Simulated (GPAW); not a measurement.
The S K edge of atom 1 in LiHS (Ama2), with 1 H at 1.35 Å, 2 Li at 2.49 Å and 2 Li at 2.51 Å (distorted square pyramidal, site symmetry m), was computed in 3 ways: full core hole (charged cell), half core hole and no core hole. Program and functional: GPAW, LDA, Gaussian full width 0.9 eV up to 4 eV, rising linearly to 3.5 eV at 25 eV; cells of 6 and 12 atoms (the run without a hole in the smaller).

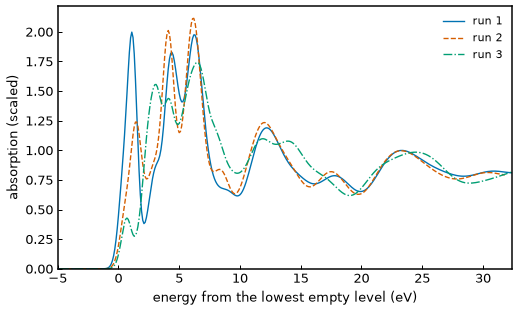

Each run is counted from its own lowest empty level or Fermi level and scaled to a mean of 1 over its first 20 eV.

Which run is which?

Run 1: full core hole (charged cell) (area from −2 to 6 eV 7.5, main maxima 1.1 eV (2.00), 4.4 eV (1.83), 6.3 eV (1.97) and 12.2 eV (1.19)). Run 2: half core hole (area from −2 to 6 eV 7.1, main maxima 1.5 eV (1.24), 4.1 eV (2.01), 6.2 eV (2.11) and 12.0 eV (1.23)). Run 3: no core hole (area from −2 to 6 eV 6.2, main maxima 0.7 eV (0.43), 3.1 eV (1.56), 4.1 eV (1.44), 6.5 eV (1.74) and 11.9 eV (1.10)). With each curve scaled to its own mean, the area from −2 to 6 eV with the hole is 7.5 against 6.2, and the centre of weight from −1 to 20 eV moves by -0.6 eV: the hole pulls the absorber's empty states down.

[Hosts, paths, dates, database ids (printed as entryN), source tags and the programs' standing remarks are cut or masked in the printed files.]

[Lists of maxima count a maximum above −3 eV only where it reaches 4 % of the highest in the window and stands out from its surroundings by 2 % of it (1.5 % where it reaches 55 %); shoulders and weaker maxima are passed over, and of the rest the first, up to two pre-edge ones and the few strongest are named.]
